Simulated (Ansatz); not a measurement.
## Two runs on SiNHF3

System: SiNHF3, multiplicity 2, SMILES [NH][Si](F)(F)F.
Method of the first run: UKS wB97M-V/def2-SVP (Ansatz 0.2.0).

The geometry comes from this level: PBE0-D4/def2-TZVP. Text and figures count atoms from 1; the logs count them from 0 in places.

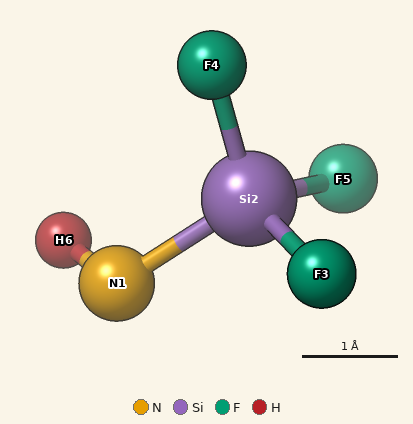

Figure 1. The structure as given in the input (ball-and-stick view, seen at a tilt; atoms are numbered from 1 in the order of the input).

Input file, the first run:
```yaml
crystal:
  periodic: [false, false, false]
  atoms:
    - {symbol: N, position_ang: [-0.974452, 0.604576, 0.713949]}
    - {symbol: Si, position_ang: [0.193574, -0.089645, -0.346116]}
    - {symbol: F, position_ang: [-0.087141, 0.387634, -1.812630]}
    - {symbol: F, position_ang: [0.123106, -1.661395, -0.330180]}
    - {symbol: F, position_ang: [1.652324, 0.359556, 0.035571]}
    - {symbol: H, position_ang: [-0.865311, 0.335374, 1.693207]}
basis:
  gaussian: {orbitals: def2-SVP}
magnetization: {spin_polarized: true, initial_magnetization: 1}
hamiltonian: {xc: {name: wB97M-V}}
output: {orbitals: {seedname: orbitals}}
```

Hardware: 4 CPU threads, shared host.

Output (the first run):
```
Functional definition: wB97M-V
  parameter omega = 0.3/bohr
  parameter cx = 0.15
  parameter cx01 = 1.007
  parameter cx10 = 0.259
  parameter css00 = 0.443
  parameter css04 = -1.437
  parameter css10 = -4.535
  parameter css20 = -3.390
  parameter css43 = 4.278
  parameter cos00 = 1.000
  parameter cos10 = 1.358
  parameter cos20 = 2.924
  parameter cos21 = -8.812
  parameter cos60 = -1.390
  parameter cos61 = 9.142
  parameter b = 6.0
  parameter c = 0.01
  gx(w, u) = 1 - cx + cx01*u + cx10*w
  gss(w, u) = css00 + css04*u^4 + css10*w + css20*w^2 + css43*w^4*u^3
  gos(w, u) = cos00 + cos10*w + (cos20 + cos21*u)*w^2 + (cos60 + cos61*u)*w^6
  exchange = spin_sum(e_x_unif_sr(omega)*gx(b97_w, b97_u_x)) + cx*exact_x_sr(omega) + exact_x_lr(omega)
  correlation = spin_sum(e_c_pw_mod_same_spin*gss(b97_w, b97_u_same))
      + integral(e_c_pw_mod_opposite_spin*gos(b97_w_opposite, b97_u_opposite)) + vv10(b, c)
745 factors; integrals over basis functions are off by at most 6.9e-4 eV
187 factors; integrals over basis functions are off by at most 7.9e-6 eV
mean field evaluation 1: about -17521.1039 eV, gradient 3.3e1 eV
mean field evaluation 2: about -17521.9769 eV, gradient 3.2e1 eV
mean field evaluation 4: about -17524.9479 eV, gradient 9.1e-1 eV
mean field evaluation 8: about -17524.9838 eV, gradient 5.0e-2 eV
mean field evaluation 16: about -17524.9839 eV, gradient 9.0e-4 eV
mean field -17524.98387950 eV, -644.0312787108 hartree, gradient 2.7e-5 eV, S^2 0.752508; 2 other end points of the search recorded, 0 dependent functions left out
reference -17524.98390894 eV, -644.0312797928 hartree; 25, 24 occupied and 54, 55 virtual orbitals, 745 factors
Total energy: -17524.98390894 eV, -644.0312797928 hartree
```

For the second run the input was changed thus:
```diff
-  gaussian: {orbitals: def2-SVP}
+  gaussian: {orbitals: "def2-QZVPP.json"}
```

How does the second run compare with the first run?

The total energy of the second run is 382.3 kcal/mol lower, which measures the change of basis and not a stability. The HOMO goes from −11.33 to −11.69 eV. The LUMO goes from −2.01 to −2.41 eV. The basis functions go from 79 to 328.

Output (the second run):
```
Functional definition: wB97M-V
  parameter omega = 0.3/bohr
  parameter cx = 0.15
  parameter cx01 = 1.007
  parameter cx10 = 0.259
  parameter css00 = 0.443
  parameter css04 = -1.437
  parameter css10 = -4.535
  parameter css20 = -3.390
  parameter css43 = 4.278
  parameter cos00 = 1.000
  parameter cos10 = 1.358
  parameter cos20 = 2.924
  parameter cos21 = -8.812
  parameter cos60 = -1.390
  parameter cos61 = 9.142
  parameter b = 6.0
  parameter c = 0.01
  gx(w, u) = 1 - cx + cx01*u + cx10*w
  gss(w, u) = css00 + css04*u^4 + css10*w + css20*w^2 + css43*w^4*u^3
  gos(w, u) = cos00 + cos10*w + (cos20 + cos21*u)*w^2 + (cos60 + cos61*u)*w^6
  exchange = spin_sum(e_x_unif_sr(omega)*gx(b97_w, b97_u_x)) + cx*exact_x_sr(omega) + exact_x_lr(omega)
  correlation = spin_sum(e_c_pw_mod_same_spin*gss(b97_w, b97_u_same))
      + integral(e_c_pw_mod_opposite_spin*gos(b97_w_opposite, b97_u_opposite)) + vv10(b, c)
1151 factors; their error is unknown
212 factors; integrals over basis functions are off by at most 8.7e-6 eV
mean field evaluation 1: about -17537.2141 eV, gradient 3.8e1 eV
mean field evaluation 2: about -17537.7796 eV, gradient 3.9e1 eV
mean field evaluation 4: about -17541.5492 eV, gradient 1.3e0 eV
mean field evaluation 8: about -17541.5630 eV, gradient 1.2e-1 eV
mean field evaluation 16: about -17541.5631 eV, gradient 7.8e-4 eV
mean field -17541.56308716 eV, -644.6405533548 hartree, gradient 2.4e-5 eV, S^2 0.752822; 2 other end points of the search recorded, 0 dependent functions left out
reference -17541.56313313 eV, -644.6405550440 hartree; 25, 24 occupied and 303, 304 virtual orbitals, 1151 factors
Total energy: -17541.56313313 eV, -644.6405550440 hartree
```

The two runs side by side:

| quantity | the first run | the second run |
| --- | --- | --- |
| outcome | converged | converged |
| total energy (hartree) | −644.031280 | −644.640555 |
| HOMO (eV) | −11.33 | −11.69 |
| LUMO (eV) | −2.01 | −2.41 |
| ⟨S²⟩ | 0.753 | 0.753 |
| basis functions | 79 | 328 |
| wall time (shared host) | 7.5 s | 50 s |
